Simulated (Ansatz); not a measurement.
```xyz
7

N    -1.0522    0.1418   -0.5264
Ge    0.5218   -0.0220    0.3956
S     0.8778   -2.1560    0.8231
H    -1.3929    1.0889   -0.6188
H    -1.0648   -0.3115   -1.4291
H     0.3643    0.8090    1.6777
H     1.8074    0.3819   -0.3677
```

Geometry: PBE0-D4/def2-TZVP.

These are results of UKS PBE0-D4/def2-TZVPP (Ansatz 0.2.0), not measurements.

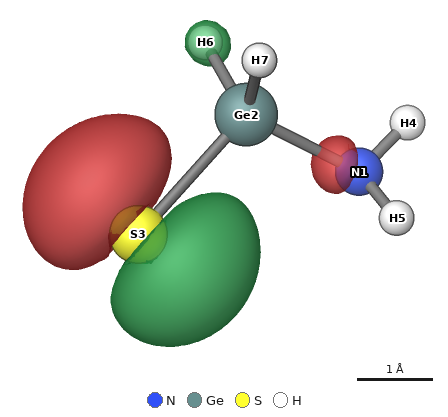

GeH₄NS (doublet). The HOMO (β) at ±0.15 Å⁻³ᐟ² (green and red are the two phases), seen at a tilt.

Q: What is the character of this orbital?

A: Its weight (Hirshfeld) is mainly on S3 (about 85 %) and Ge2 (about 10 %); largely a lone pair of S3. Its energy is −7.21 eV.
